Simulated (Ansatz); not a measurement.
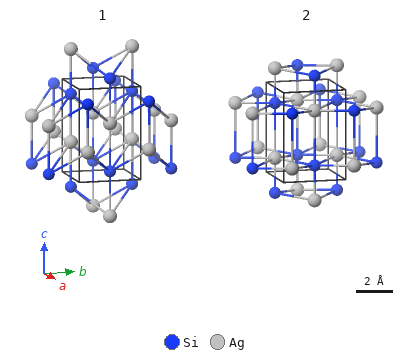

Two geometries of a crystal of SiAg (a generated structure, set up in P4/nmm) (coarse preliminary run), drawn at one scale. One is the start of a relaxation, the other its converged end. Style: ball-and-stick. Shown: the cell of the calculation, slightly off an axis.

The calculation used DFT PBE, scalar-relativistic, plane waves, PAW in Ansatz 0.2.0. (plane-wave cutoff 420 eV; k-point mesh 6 × 6 × 4; occupations gaussian; smearing width 0.1 eV; no spin polarisation; cell and atoms relaxed; force threshold 0.04 eV/Å; at most 70 steps)

### Which geometry has the lower energy?

Structure 1 is the relaxed one. Over 8 accepted moves (9 points after the start) the energy falls by 1058 meV per atom. Largest force component: 8.9 eV/Å at the start, 0.036 eV/Å at the end. The pressure goes from 36.10 to 0.04 GPa. The SCF was repeated once at an unchanged geometry on a basis and grid sized afresh for the cell, which shifted the energy by 0.1 meV per atom at most. The largest moves relative to the cell, 0.87 Å, are those of Ag atoms. Largest moves by element: Ag 0.87 Å, Si 0.37 Å. Cell: a = b 3.612 → 3.567 Å (−1.2 %), c 5.114 → 5.293 Å (+3.5 %). Volume +0.9 %. Among the contacts that change: Ag–Ag 3.879 → 2.830 Å, Ag–Si 1.985 → 2.553 Å, Ag–Si 3.129 → 2.740 Å, Si–Si 3.111 → 2.750 Å. Bond angles that change, for instance: Ag–Si–Ag 170.6° → 120.0°, Si–Ag–Si 170.6° → 120.0°, Ag–Si–Ag 94.7° → 120.0°. The space group stays P4/nmm (No. 129). The run took 92 s on 1 thread of Intel(R) Xeon(R) Processor @ 2.50GHz (Skylake/Cascade Lake), on a shared host, peak memory 0.38 GiB.
